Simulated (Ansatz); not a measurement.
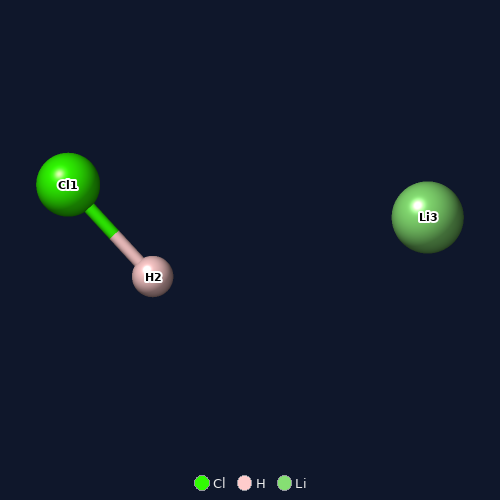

The system is Cl + HLi, spin multiplicity 2; the picture shows the reference structure. Coordinates scanned: (1) distance Cl1–H2; (2) distance H2–Li3. Nothing is relaxed (the angle Cl1–H2–Li3 is fixed at 120 degrees). Grid: 11 × 11 points. Points are written as (first, second). All energies are given in kcal/mol relative to the lowest grid point. These are results of UHF-CCSD(T), frozen core/def2-TZVPD (Ansatz 0.2.0), not measurements.

Its coordinates:

```yaml
atoms:
  - { symbol: Cl, position_ang: [-1.2610, 0.0000, 0.0000] }
  - { symbol: H, position_ang: [0.0000, 0.0000, 0.0000] }
  - { symbol: Li, position_ang: [1.4360, 2.4872, 0.0000] }
```

Range: distance Cl1–H2 from 1.064 to 2.664 Å; distance H2–Li3 from 1.272 to 2.872 Å.

What landscape does the calculation give?

The lowest grid point is at (1.261 Å, 2.872 Å). It lies in a valley that leaves the map towards separated partners. The highest grid point, (1.064 Å, 1.272 Å), lies 64.1 kcal/mol above the lowest.

| distance H2–Li3 ↓, distance Cl1–H2 → | 1.064 | 1.144 | 1.261 | 1.398 | 1.550 | 1.714 | 1.888 | 2.070 | 2.261 | 2.459 | 2.664 |
| --- | --- | --- | --- | --- | --- | --- | --- | --- | --- | --- | --- |
| 2.872 | 27.1 | 9.3 | 0.0 | 3.0 | 13.8 | 26.9 | 37.8 | 45.4 | 51.4 | 56.7 | 61.6 |
| 2.667 | 27.9 | 10.1 | 0.6 | 3.2 | 13.2 | 24.7 | 33.8 | 40.5 | 46.3 | 51.6 | 56.7 |
| 2.469 | 29.0 | 11.1 | 1.4 | 3.6 | 12.4 | 22.0 | 29.5 | 35.5 | 41.1 | 46.5 | 51.7 |
| 2.278 | 30.5 | 12.4 | 2.6 | 4.1 | 11.5 | 19.0 | 25.1 | 30.5 | 36.1 | 41.5 | 46.7 |
| 2.096 | 32.3 | 14.2 | 4.1 | 4.8 | 10.5 | 16.0 | 20.9 | 25.9 | 31.3 | 36.8 | 42.0 |
| 1.922 | 34.7 | 16.5 | 6.1 | 5.9 | 9.7 | 13.3 | 17.2 | 21.9 | 27.2 | 32.7 | 37.9 |
| 1.758 | 37.8 | 19.6 | 8.9 | 7.7 | 9.6 | 11.6 | 14.7 | 19.1 | 24.4 | 29.9 | 35.1 |
| 1.606 | 42.2 | 23.9 | 12.9 | 10.7 | 10.8 | 11.6 | 14.2 | 18.3 | 23.6 | 29.1 | 34.2 |
| 1.469 | 48.4 | 29.9 | 18.6 | 15.4 | 14.1 | 14.0 | 16.2 | 20.2 | 25.5 | 31.0 | 36.1 |
| 1.352 | 56.4 | 37.7 | 26.0 | 22.1 | 19.7 | 19.0 | 20.9 | 25.0 | 30.2 | 35.8 | 41.0 |
| 1.272 | 64.1 | 45.1 | 33.3 | 28.8 | 25.8 | 24.8 | 26.6 | 30.6 | 36.0 | 41.6 | 46.9 |

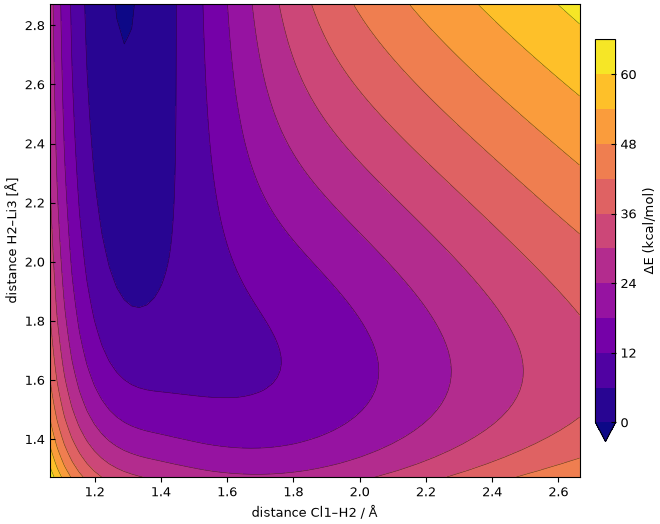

Drawn: filled contours. Between grid points the surface is interpolated.

Each point was launched as `ansatz run input.yaml --threads 1 --pin off --max-ram 2560MiB --backend cpu --events-out ev --progress --plain --runs-dir out`. The whole map (121 points run) took 27 min on 1 thread of Arm Neoverse V2, on a shared host.
